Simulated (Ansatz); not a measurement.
# Vibrations of species on W(110)

Aim: bond lengths and vibrational modes of species bound on W(110).

Main program and level: Ansatz 0.2.0; DFT PBE, scalar-relativistic, plane waves, PAW; PAW set soft_1.

### 1. The bulk crystal behind the slab

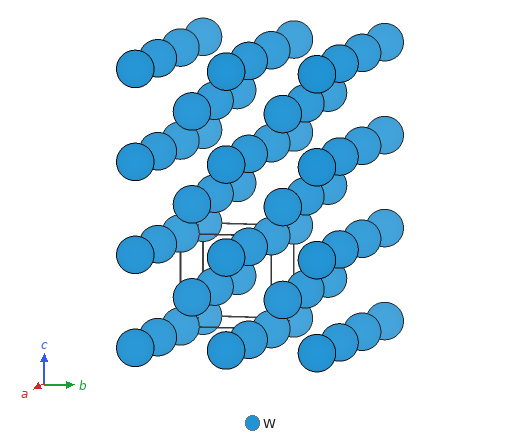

Start, viewed slightly off an axis; tungsten blue. 3×2×3 cells are drawn. This picture shows the conventional cell, with its axes. Some periodic images of atoms are drawn too.

### 2. Relaxation of the host

The host crystal is relaxed at the same level, and its volume sets the scale of the cells that follow.

Input file input.yaml:

```yaml
crystal:
  lattice:
    - [-1.585, 1.585, 1.585]
    - [1.585, -1.585, 1.585]
    - [1.585, 1.585, -1.585]
  atoms:
    - { symbol: W, position: [0.0, 0.0, 0.0] }
kpoints:
  mp_grid: { grid: [22, 22, 22] }
hamiltonian:
  xc: pbe
  pseudopotentials: { kind: paw, azcp: { folder: soft_1 } }
scf:
  occupations: { method: methfessel_paxton, width: 0.15 }
output:
  forces: true
  stress: true
  eigenvalues: true
relax:
  adjacent_minimum: "off"
  f_tol: 0.002
  max_steps: 60
  cell: { stress_tol: 0.02 }
```

The run is started by

```
> ansatz run input.yaml --threads 8 --pin off --max-ram 20480MiB --backend cpu --events-out ev --progress --plain --runs-dir out
```

Numbers of over 12 decimals in the logs are rounded to 6 here.

Output:

```text
The last accepted step is kept in <dir> (removed where the run ends without a failure and the disk answers)
Engine: ansatz 0.2.0, aarch64-unknown-linux-gnu
Pseudopotentials: kind: paw
Pseudopotential: W, paw, valence charge 14, recommended cutoff 420 eV (normal), soft_1/W.paw.azcp
Functional definition: PBE
  parameter kappa = 0.804
  parameter beta = 0.066725
  exchange = pbe_x(kappa = kappa, mu = beta*pi^2/3)
[...]
--- Relaxed structure (4 steps of the walk, 3 accepted, 1 SCFs on fresh bases) ---
  F+E_penalty+E_count = -10385.91896794 eV   max|allowed force component| = 0.000e0 eV/Å   (the final SCF, on the basis selected at the relaxed cell)
  cell:  # Å, volume = 16.1449 Å³
    - [-1.592179, 1.592179, 1.592179]
    - [1.592179, -1.592179, 1.592179]
    - [1.592179, 1.592179, -1.592179]
  atoms:
    - { symbol: W, position: [0.0, 0.0, 0.0] }
[key lines of the parts left out:]
SCF converged after 5 iterations
Free energy (F): -10385.918968 eV
Fermi energy:    21.956328 eV
P = ⅓ Tr σ = 0.0050 GPa (0.050 kbar)
```

Run time: 4.4 s. Hardware: 8 threads of Arm Neoverse N1, shared host; peak memory 0.36 GiB.

Step by step:

| step | energy less that of the first step (eV) | largest force component (eV/Å) | pressure (GPa) | volume (Å³) |
| --- | --- | --- | --- | --- |
| 1 | 0.0000 | 0.0000 | 4.24 | 15.93 |
| 2 | 0.0181 | 0.0000 | -10.45 | 16.75 |
| 3 | -0.0027 | 0.0000 | -0.24 | 16.16 |
| 4 | -0.0027 | 0.0000 | 0.00 | 16.14 |
| 5* | -0.0028 | 0.0000 | 0.01 | 16.14 |

Relaxation steps marked * repeat the geometry before them on a plane-wave basis chosen anew for their cell, so energy and pressure can jump there. Relaxation step 2 was tried and not accepted.

| conventional cell, symmetrised | before | after | change |
| --- | --- | --- | --- |
| a (Å) | 3.170 | 3.184 | +0.5 % |
| b (Å) | 3.170 | 3.184 | +0.5 % |
| c (Å) | 3.170 | 3.184 | +0.5 % |
| volume (Å³/atom) | 15.93 | 16.14 | +1.4 % |

Final coordinates:

```xyz
1
Lattice="-1.5922 1.5922 1.5922 1.5922 -1.5922 1.5922 1.5922 1.5922 -1.5922" Properties=species:S:1:pos:R:3 pbc="T T T"
W     0.0000    0.0000    0.0000
```

Numbers from this step:

```
pressure          : 0.005022 GPa
volume per atom   : 16.14 Å³
gap on the k-mesh : 0 eV
```

The forces vanish by symmetry.

The cell grew by 1.4 % in volume.

### 3. Relaxation in the fixed cell: O at the threefold hollow site, 1 monolayer

The slab carries O at the threefold hollow site, 1 monolayer. Its plane takes the lattice constant of the bulk relaxed at this level. The lowest layers are held, and the other atoms relax. The program lengthens the typed cell of 23.1 Å along the normal to 39.8 Å, as its cut-off of the electrostatics needs, and moves no atom.

System of this step: O at the threefold hollow site, 1 monolayer on W(110). The cell holds 5 atoms: 4 W and 1 O. Its edges and angles: a = 3.184 Å, b = 2.758 Å, c = 39.800 Å, α = 90.0°, β = 90.0°, γ = 54.7°. It derives from W. Vacuum lies along c.

Input file input.yaml:

```yaml
crystal:
  lattice:
    - [3.1843584701, 0.0, 0.0]
    - [1.5921792351, 2.2516829784, 0.0]
    - [0.0, 0.0, 23.0680653393]
  atoms:
    - { symbol: W, position: [0.5, 0.0, 0.326597] }
    - { symbol: W, position: [0.0, 0.0, 0.424208] }
    - { symbol: W, position: [0.5, 0.0, 0.521818] }
    - { symbol: W, position: [0.0, 0.0, 0.619428] }
    - { symbol: O, position: [0.375, 0.25, 0.673403] }
  periodic: [true, true, false]
kpoints:
  mp_grid: { grid: [12, 12, 1] }
hamiltonian:
  xc: pbe
  pseudopotentials: { kind: paw, azcp: { folder: soft_1 } }
scf:
  occupations: { method: methfessel_paxton, width: 0.15 }
output:
  forces: true
  eigenvalues: true
relax:
  adjacent_minimum: "off"
  f_tol: 0.003
  max_steps: 120
  constraints: [{ sites: [0, 1] }]
```

Output:

```text
Warning: crystal.periodic: the lattice vector that does not repeat stood 0.000° off the slab's normal, 23.068 Å along it as the deck builds it. The run solves the slab on a vector along the normal, 39.800 Å long, with every atom where it was (on the deck's vector they left 15.07 Å outside them, and the widest stretch free of ions among them is 2.25 Å). A fractional position that the run reports is one of the run's ce [...]
[...]
crystal.periodic: the lattice vector that does not repeat stood 0.000° off the slab's normal, 23.068 Å along it as the deck builds it. The run solves the slab on a vector along the normal, 39.800 Å long, with every atom where it was (on the deck's vector they left 15.07 Å outside them, and the widest stretch free of ions among them is 2.25 Å). A fractional position that the run reports is one of the run's cell, which [...]
[...]
Crystal: 5 atoms, lattice volume = 285.375 Å³
Basis set: ecut = 420 eV, 5651 PW (Γ), exchange–correlation on 48×40×540 points (8 copies of the dense FFT grid, shifted against one another)
Bands: 38, of which v1, the nominal top of the filled ones, is band 31 counted from 1 (30 counted from 0)
Symmetry: 2 space group operations
[...]
k-points: 43 of 144 (time reversal used)
[...]
SCF iter   1: F=—  HF=-42111.915219 eV  |F-HF|=—  |Δ(HF+E_count)|=         —  Δρ=5.13e-2  dr2=1.69e1  ethr=3.10e-3  ⟨swp⟩=12.7  Hψ=11890  notcnv=0
[...]
SCF iter  11: F=-42109.521976 eV  HF=-42109.521976 eV  |F-HF|=4.58e-8  |Δ(HF+E_count)|=   1.83e-8  S|Δr|=    0.00e0  Δρ=2.50e-6  dr2=2.37e-8  ethr=3.63e-10  ⟨swp⟩=21.5  Hψ=12199  notcnv=0
SCF 1 converged in 11 iterations: F = -42109.521976 eV  dr2 = 2.37e-8
[...]
relax step   1: F+E_penalty+E_count = -42109.52197616 eV  Δ(F+E_penalty+E_count) = +0.000e0 eV  max|allowed force component| = 1.100e0 eV/Å  Δτ_max = 0.0000 Å  (11 SCF iters, dr2 threshold 2.25e-7 eV, accepted)
[...]
SCF iter   5: F=-42109.537649 eV  HF=-42109.537673 eV  |F-HF|=2.41e-5  |Δ(HF+E_count)|=   9.29e-5  S|Δr|=    0.00e0  Δρ=6.51e-5  dr2=3.15e-5  ethr=1.22e-7  ⟨swp⟩=18.0  Hψ=12865  notcnv=0
SCF 2 converged in 5 iterations: F = -42109.537649 eV  dr2 = 3.15e-5
[...]
relax step   2: F+E_penalty+E_count = -42109.53764867 eV  Δ(F+E_penalty+E_count) = -1.567e-2 eV  max|allowed force component| = 7.253e-1 eV/Å  Δτ_max = 0.1937 Å  (5 SCF iters, dr2 threshold 7.57e-5 eV, accepted)
SCF iter   1: F=—  HF=-42109.594411 eV  |F-HF|=—  |Δ(HF+E_count)|=         —  Δρ=4.57e-3  dr2=6.91e-2  ethr=7.52e-4  ⟨swp⟩=5.6  Hψ=4503  notcnv=0  defer=57
[...]
SCF iter   5: F=-42109.585343 eV  HF=-42109.585342 eV  |F-HF|=3.58e-7  |Δ(HF+E_count)|=   9.91e-6  S|Δr|=    0.00e0  Δρ=2.70e-5  dr2=1.56e-6  ethr=5.30e-8  ⟨swp⟩=20.0  Hψ=11461  notcnv=0
SCF 3 converged in 5 iterations: F = -42109.585343 eV  dr2 = 1.56e-6
relax step   3: F+E_penalty+E_count = -42109.58534252 eV  Δ(F+E_penalty+E_count) = -4.769e-2 eV  max|allowed force component| = 2.342e-1 eV/Å  Δτ_max = 0.1010 Å  (5 SCF iters, dr2 threshold 3.29e-5 eV, accepted)
[...]
relax step   4: F+E_penalty+E_count = -42109.58837140 eV  Δ(F+E_penalty+E_count) = -3.029e-3 eV  max|allowed force component| = 1.114e-1 eV/Å  Δτ_max = 0.0506 Å  (5 SCF iters, dr2 threshold 5.72e-6 eV, accepted)
[...]
relax step   5: F+E_penalty+E_count = -42109.58927017 eV  Δ(F+E_penalty+E_count) = -8.988e-4 eV  max|allowed force component| = 2.456e-2 eV/Å  Δτ_max = 0.0147 Å  (5 SCF iters, dr2 threshold 1.29e-6 eV, accepted)
[...]
relax step   6: F+E_penalty+E_count = -42109.58928695 eV  Δ(F+E_penalty+E_count) = -1.678e-5 eV  max|allowed force component| = 1.283e-3 eV/Å  Δτ_max = 0.0016 Å  (4 SCF iters, dr2 threshold 3.77e-8 eV, accepted)
[...]
SCF iter   3: F=-42109.589287 eV  HF=-42109.589287 eV  |F-HF|=1.22e-9  |Δ(HF+E_count)|=   3.21e-9  S|Δr|=    0.00e0  Δρ=3.36e-7  dr2=3.46e-10  ethr=1.45e-11  ⟨swp⟩=9.3  Hψ=8917  notcnv=0
SCF 7 converged in 3 iterations: F = -42109.589287 eV  dr2 = 3.46e-10
relax step   7: F+E_penalty+E_count = -42109.58928696 eV  Δ(F+E_penalty+E_count) = -9.917e-9 eV  max|allowed force component| = 1.201e-3 eV/Å  Δτ_max = 0.0000 Å  (3 SCF iters, accepted)
SCF converged after 3 iterations
[...]
Free energy (F): -42109.589287 eV
[...]
Internal energy: -42109.589882 eV  (E = F + TS)
E sigma→0 (E₀):  -42109.589436 eV
Entropy (-TS):   0.000595 eV (0.119 meV/atom)
Fermi energy:    -5.597286 eV
[...]
--- Forces (eV/Å), atoms counted from 1 ---
  atom   1  W      0.00000000     0.00915525     0.73217046
  atom   2  W     -0.00000000    -0.00918436    -0.73206507
  atom   3  W      0.00000000     0.00001379    -0.00030136
  atom   4  W     -0.00000000    -0.00043544     0.00120118
  atom   5  O      0.00000000     0.00044519    -0.00100743
  max |Σ_I F_I| component: 5.58e-6 eV/Å
--- Band table (eV; the first three rows and the last of 43) ---
  k-point 0: bands = [... 27 lower, -7.0363, -6.9726, -6.9058, -6.0988, -5.9193, -5.4971, -4.3127, -3.9941, ... 3 higher]
  k-point 1: bands = [... 27 lower, -7.1756, -6.8502, -6.7249, -6.2061, -6.0370, -5.9864, -4.7504, -4.4700, ... 3 higher]
  k-point 2: bands = [... 27 lower, -6.9685, -6.9534, -6.8157, -6.4375, -5.9725, -5.7249, -5.6949, -5.2732, ... 3 higher]
  k-point 42: bands = [... 27 lower, -7.7702, -7.3150, -6.9833, -6.5085, -5.7942, -4.6649, -4.1569, -3.6032, ... 3 higher]
--- Relaxed structure (7 steps of the walk, 7 accepted, 0 SCFs on fresh bases) ---
  F+E_penalty+E_count = -42109.58928696 eV   max|allowed force component| = 1.201e-3 eV/Å
  cell:  # Å, volume = 285.3747 Å³
    - [3.1843584701, -3.535522752937457e-11, 0.0]
    - [1.592179235075, 2.251683, 0.0]
    - [0.0, 0.0, 39.800287]
  atoms:
    - { symbol: W, position: [0.500000, 0, 0.189294] }
    - { symbol: W, position: [0.0, 0.0, 0.245869] }
    - { symbol: W, position: [0.506529, -0.013058, 0.302817] }
    - { symbol: W, position: [0.025044, -0.050089, 0.359198] }
    - { symbol: O, position: [0.383585, 0.232830, 0.389319] }
```

Wall time 74 s (8 threads); peak memory 0.98 GiB.

Relaxation path:

| step | energy less that of the first step (eV) | largest force component (eV/Å) |
| --- | --- | --- |
| 1 | 0.0000 | 1.1003 |
| 2 | -0.0157 | 0.7253 |
| 3 | -0.0634 | 0.2342 |
| 4 | -0.0664 | 0.1114 |
| 5 | -0.0673 | 0.0246 |
| 6 | -0.0673 | 0.0013 |
| 7 | -0.0673 | 0.0012 |

The run keeps the 2 symmetry operations that it works with, so distortions that break them were not tested.

The atoms that moved most (Å):

| atom | dx | dy | dz | length |
| --- | --- | --- | --- | --- |
| W4 | 0.000 | -0.113 | 0.007 | 0.113 |
| O5 | 0.000 | -0.039 | -0.039 | 0.055 |
| W3 | 0.000 | -0.029 | 0.015 | 0.033 |

The largest force component left on a free atom is 1.2 meV/Å.

### 4. Force constants among chosen sites: O at the threefold hollow site, 1 monolayer

Only 2 sites are displaced (1 W and 1 O), with their periodic images, and all others stay at rest. This gives the modes that are localised on these sites for less work than the whole matrix.

input.yaml, the sections that differ from step 3:

```yaml
crystal:
  lattice:
    - [3.1843584701, 0.0, 0.0]
    - [1.5921792351, 2.2516829784, 0.0]
    - [0.0, 0.0, 39.8002869361]
  atoms:
    - { symbol: W, position: [0.5, 0.0, 0.1892941362] }
    - { symbol: W, position: [0.0, 0.0, 0.245869028] }
    - { symbol: W, position: [0.5065289428, -0.0130578855, 0.3028170254] }
    - { symbol: W, position: [0.0250444078, -0.0500888157, 0.359197805] }
    - { symbol: O, position: [0.3835851434, 0.2328297131, 0.3893185748] }
  periodic: [true, true, false]
output:
  eigenvalues: true
phonons:
  method: fd
  supercell: [1, 1, 1]
  displaced_sites: [3, 4]
  rigid_motions: translations
# kpoints, hamiltonian, scf: as in step 3
# relax: removed
```

Output:

```text
[...]
Crystal: 5 atoms, lattice volume = 285.375 Å³
Basis set: ecut = 420 eV, 5651 PW (Γ), exchange–correlation on 48×40×540 points (8 copies of the dense FFT grid, shifted against one another)
Bands: 38, of which v1, the nominal top of the filled ones, is band 31 counted from 1 (30 counted from 0)
Symmetry: 2 space group operations
k-points: 43 of 144 (time reversal used)
[...]
SCF iter   1: F=—  HF=-42111.990920 eV  |F-HF|=—  |Δ(HF+E_count)|=         —  Δρ=5.14e-2  dr2=1.68e1  ethr=3.10e-3  ⟨swp⟩=12.7  Hψ=11880  notcnv=0
[...]
SCF iter  13: F=-42109.589287 eV  HF=-42109.589287 eV  |F-HF|=3.35e-10  |Δ(HF+E_count)|=   5.17e-9  S|Δr|=    0.00e0  Δρ=9.15e-8  dr2=4.18e-11  ethr=1.00e-12  ⟨swp⟩=19.5  Hψ=13418  notcnv=0
SCF 1 converged in 13 iterations: F = -42109.589287 eV  dr2 = 4.18e-11
[...]
SCF iter   7: F=-42109.589246 eV  HF=-42109.589246 eV  |F-HF|=3.13e-10  |Δ(HF+E_count)|=   2.46e-9  S|Δr|=    0.00e0  Δρ=4.25e-8  dr2=5.92e-12  ethr=1.00e-12  ⟨swp⟩=10.7  Hψ=13265  notcnv=0
SCF 2 converged in 7 iterations: F = -42109.589246 eV  dr2 = 5.92e-12
[...]
SCF iter   5: F=-42109.589248 eV  HF=-42109.589248 eV  |F-HF|=2.76e-10  |Δ(HF+E_count)|=  2.91e-11  S|Δr|=    0.00e0  Δρ=9.94e-9  dr2=4.94e-13  ethr=1.00e-12  ⟨swp⟩=9.1  Hψ=9385  notcnv=0
SCF 3 converged in 5 iterations: F = -42109.589248 eV  dr2 = 4.94e-13
Symmetry: 1 space group operations
k-points: 74 of 144 (time reversal used)
[...]
SCF iter   8: F=-42109.589227 eV  HF=-42109.589227 eV  |F-HF|=3.64e-11  |Δ(HF+E_count)|=  2.76e-10  S|Δr|=    0.00e0  Δρ=1.60e-8  dr2=1.00e-12  ethr=1.00e-12  ⟨swp⟩=11.4  Hψ=19719  notcnv=0
SCF 4 converged in 8 iterations: F = -42109.589227 eV  dr2 = 1.00e-12
[...]
SCF iter   5: F=-42109.589223 eV  HF=-42109.589223 eV  |F-HF|=1.96e-10  |Δ(HF+E_count)|=  4.37e-11  S|Δr|=    0.00e0  Δρ=1.32e-8  dr2=6.61e-13  ethr=1.00e-12  ⟨swp⟩=8.1  Hψ=17035  notcnv=0
SCF 5 converged in 5 iterations: F = -42109.589223 eV  dr2 = 6.61e-13
[...]
SCF iter   7: F=-42109.589256 eV  HF=-42109.589256 eV  |F-HF|=2.76e-10  |Δ(HF+E_count)|=  2.33e-10  S|Δr|=    0.00e0  Δρ=3.05e-8  dr2=5.47e-12  ethr=1.00e-12  ⟨swp⟩=11.2  Hψ=13206  notcnv=0
SCF 6 converged in 7 iterations: F = -42109.589256 eV  dr2 = 5.47e-12
[...]
SCF iter   4: F=-42109.589254 eV  HF=-42109.589254 eV  |F-HF|=5.82e-11  |Δ(HF+E_count)|=  3.57e-10  S|Δr|=    0.00e0  Δρ=3.95e-8  dr2=3.87e-12  ethr=1.00e-12  ⟨swp⟩=10.6  Hψ=13579  notcnv=0
SCF 7 converged in 4 iterations: F = -42109.589254 eV  dr2 = 3.87e-12
[...]
SCF iter   8: F=-42109.589240 eV  HF=-42109.589240 eV  |F-HF|=3.27e-10  |Δ(HF+E_count)|=  6.55e-11  S|Δr|=    0.00e0  Δρ=1.71e-8  dr2=5.31e-13  ethr=1.00e-12  ⟨swp⟩=11.0  Hψ=19667  notcnv=0
SCF 8 converged in 8 iterations: F = -42109.589240 eV  dr2 = 5.31e-13
[...]
SCF iter   4: F=-42109.589244 eV  HF=-42109.589244 eV  |F-HF|=0.00e0  |Δ(HF+E_count)|=  8.00e-11  S|Δr|=    0.00e0  Δρ=4.46e-8  dr2=4.36e-12  ethr=1.00e-12  ⟨swp⟩=10.5  Hψ=22637  notcnv=0
SCF 9 converged in 4 iterations: F = -42109.589244 eV  dr2 = 4.36e-12
SCF converged after 13 iterations
[...]
Free energy (F): -42109.589287 eV
[...]
Internal energy: -42109.589882 eV  (E = F + TS)
E sigma→0 (E₀):  -42109.589436 eV
Entropy (-TS):   0.000595 eV (0.119 meV/atom)
Fermi energy:    -5.597291 eV
[...]
--- Forces (eV/Å), atoms counted from 1 ---
  atom   1  W      0.00000000     0.00915534     0.73216936
  atom   2  W     -0.00000000    -0.00918428    -0.73206083
  atom   3  W      0.00000000     0.00001410    -0.00030715
  atom   4  W     -0.00000000    -0.00043357     0.00119638
  atom   5  O      0.00000000     0.00044863    -0.00099877
  max |Σ_I F_I| component: 1.00e-6 eV/Å
--- Band table (eV; the first three rows and the last of 43) ---
  k-point 0: bands = [... 27 lower, -7.0363, -6.9726, -6.9058, -6.0988, -5.9193, -5.4971, -4.3127, -3.9941, ... 3 higher]
  k-point 1: bands = [... 27 lower, -7.1756, -6.8502, -6.7249, -6.2061, -6.0370, -5.9864, -4.7504, -4.4700, ... 3 higher]
  k-point 2: bands = [... 27 lower, -6.9685, -6.9534, -6.8157, -6.4375, -5.9725, -5.7250, -5.6949, -5.2732, ... 3 higher]
  k-point 42: bands = [... 27 lower, -7.7702, -7.3150, -6.9833, -6.5085, -5.7942, -4.6649, -4.1569, -3.6032, ... 3 higher]
--- Phonons: 8 displaced members + reference (amplitude 0.0025 Å, Σ member SCF iterations 48) ---
  symmetry images taken by strict's conditions (phonons.symmetry_images: auto; settled by no image being taken that strict refuses)
  force constants formed among 2 of 5 sites (W 3, O 4); the other 3 at rest. The modes move the named sites alone.
  the frequencies, the zero-point energy and the sums are of the block with the acoustic sum rule laid on its rows. Row sums over every site: 1.7e-4 eV/Å² at the most
  transpose residual: 2.7e-4 eV/Å²
  largest component of a force at the reference: 1.2e-3 eV/Å on a named site, 7.3e-1 eV/Å on a site at rest
  frequencies among the named sites at Γ of the cell (cm⁻¹): 64.51 65.75 116.42 383.05 402.77 638.84
  unstable modes among the named sites: 0
  frequencies as built, with no sum rule (cm⁻¹): 64.51 65.75 116.42 383.05 402.77 638.84
  zero-point energy: 0.103610 eV/cell   skipped modes (ω ≤ 0): 0
  not written: the harmonic force-constant file, the file of eigenvectors (these modes' are written with the force constants), the density of states and the dispersion, which are of every site
```

Wall time 2.1 min (8 threads); peak memory 1.2 GiB.

Reading the cycles: dr2 is the Hartree energy of the density residual (eV), the measure of convergence; HF is the Harris–Foulkes estimate of the energy, which meets the free energy F at convergence.

The other atoms of the cell are at rest; shares are of the kinetic energy, a minus sign marks an imaginary mode, and where like sites share a mode the one named is one choice of several. Modes of the displaced sites:

| mode | frequency (cm⁻¹) | share of W (%) | share of O (%) | site with the largest share | its share (%) |
| --- | --- | --- | --- | --- | --- |
| 1 | 64.5 | 93 | 7 | W4 | 93 |
| 2 | 65.8 | 92 | 8 | W4 | 92 |
| 3 | 116.4 | 92 | 8 | W4 | 92 |
| 4 | 383.1 | 7 | 93 | O5 | 93 |
| 5 | 402.8 | 8 | 92 | O5 | 92 |
| 6 | 638.8 | 9 | 91 | O5 | 91 |

The same force constants with another mass on the added atoms, against the natural mean mass; listed are the real modes with at least half of their motion on these atoms, followed through small steps of mass, less those that pass through avoided crossings, where the squared overlap of new and old mass-weighted patterns is under 0.8. Modes after a change of mass:

| substitution | mode | frequency (cm⁻¹) | after (cm⁻¹) | ratio |
| --- | --- | --- | --- | --- |
| 18O | 4 | 383.1 | 362.6 | 1.056 |
| 18O | 5 | 402.8 | 381.6 | 1.056 |
| 18O | 6 | 638.8 | 605.6 | 1.055 |

The highest mode of the block lies at 638.8 cm⁻¹; the acoustic sum rule moved it by 0.0 cm⁻¹.

(Continued in part 2 of 2.)

[Logs are printed without paths, hosts, clocks, repeated set-up lines and the standing remarks that a program may print on its own settings, such as how far it seeks lower states.]

[Hosts, paths, dates, database ids (printed as entryN), source tags and the programs' standing remarks are cut or masked in the printed files.]
